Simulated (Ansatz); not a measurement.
The starting structures come from a database of crystals and need not be the phases stable at ambient conditions.

Where the default PAW files enter, the runs use the earlier of Ansatz's two default sets.

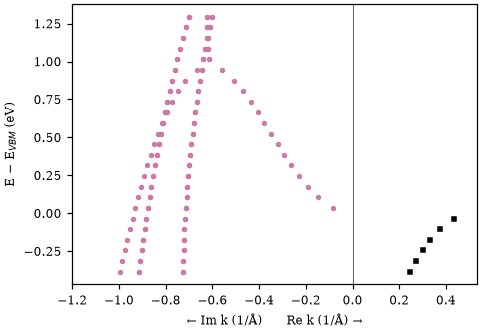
Complex bands at the centre of the two-dimensional zone; r2SCAN in Ansatz (an electronic-structure program)

The gap is the functional's own, uncorrected, and κ follows it; spin-orbit coupling is left out. Mid-gap means the computed energy nearest the middle.

Question: This is WS2 (R3m, not sure to be the ambient phase, 3 atoms a cell, 17.4 Å³ an atom, 2 GPa at this level) along the normal of (001). Read off the slowest decay at the centre of the two-dimensional zone at 0.53 eV, the computed energy nearest the middle of the gap.

Answer: κ ≈ 0.35 1/Å, a decay length 1/(2κ) of the density of 1.4 Å.
